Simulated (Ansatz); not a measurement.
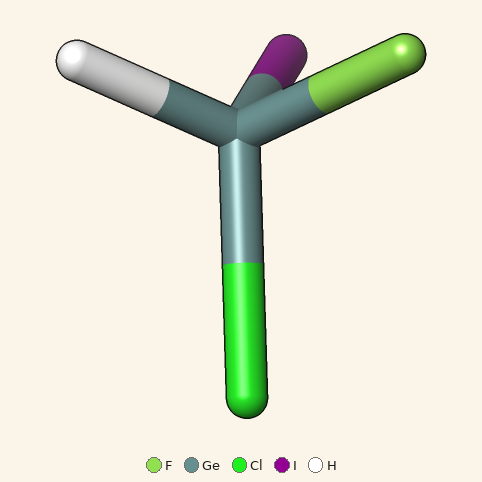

Stick drawing of a structure.

What is the molecular formula?

ClFGeHI, 5 atoms: 1 chlorine, 1 fluorine, 1 germanium, 1 hydrogen and 1 iodine.

What is the point group of this geometry?

C1.

More results for the same structure follow; atom numbers are the same in all pictures, views and colours differ. The computed structure is the end point of a PBE0-D4/def2-TZVP optimisation.

### Geometry

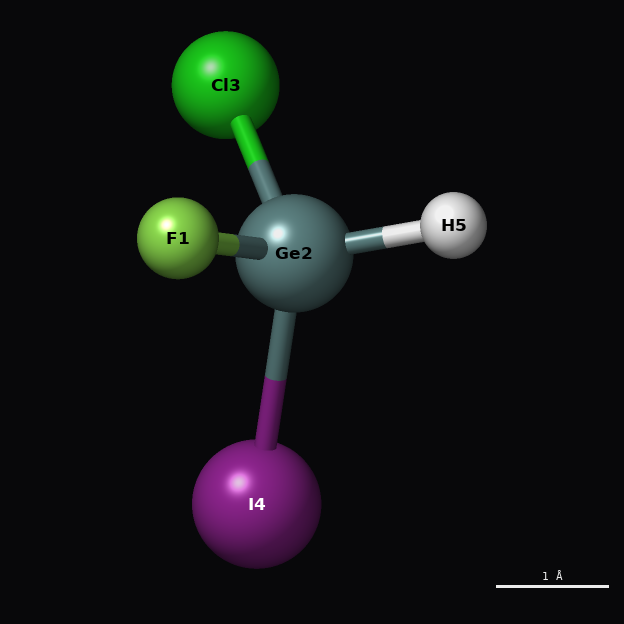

Numbered structure.

Which atoms are bonded, and how long are the bonds?

```tsv
bond	length (Å)
F1–Ge2	1.724
Ge2–Cl3	2.126
Ge2–I4	2.477
Ge2–H5	1.527
```

### Electronic properties

Properties computed with RKS r2SCAN-D4/def2-TZVPP, core potentials on I (Ansatz 0.2.0).

Estimate the HOMO energy (Kohn–Sham orbital).

−7.44 eV.

Estimate the LUMO energy (Kohn–Sham orbital).

−2.48 eV.

What is the dipole moment?

1.75 D.

### Vibrations

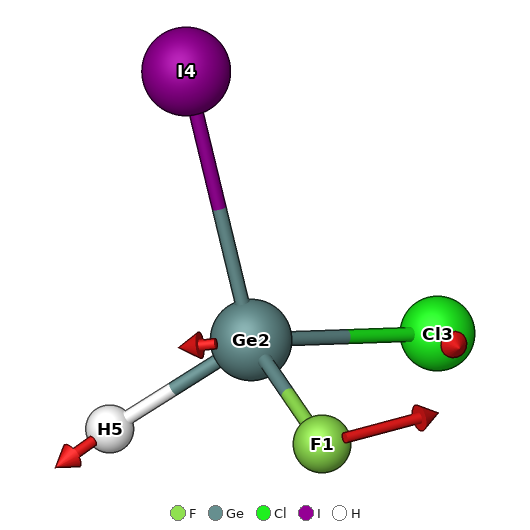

The arrows show one normal mode. Harmonic vibrations computed with RKS PBE0-D4/def2-TZVP, core potentials on I (Ansatz 0.2.0) at a stationary point of the same level.

Describe the motion.

Mostly Cl–Ge–F bending.

At what wavenumber does it lie?

200 cm⁻¹; it is mode 3 of 9 counted from the lowest.

### Charges

The questions are on Mulliken charges. Method: RKS PBE-D4/def2-TZVPP, core potentials on I (Ansatz 0.2.0).

Which atom carries the highest charge (most positive or least negative)?

Ge2 (0.69 e).

And the lowest?

F1 (−0.31 e).

List the Mulliken charges.

```
atom  value (e)
  F1      −0.31
 Ge2       0.69
 Cl3      −0.24
  I4      −0.17
  H5       0.02
```

Mulliken values depend strongly on the basis set and can even reverse the polarity of a bond.
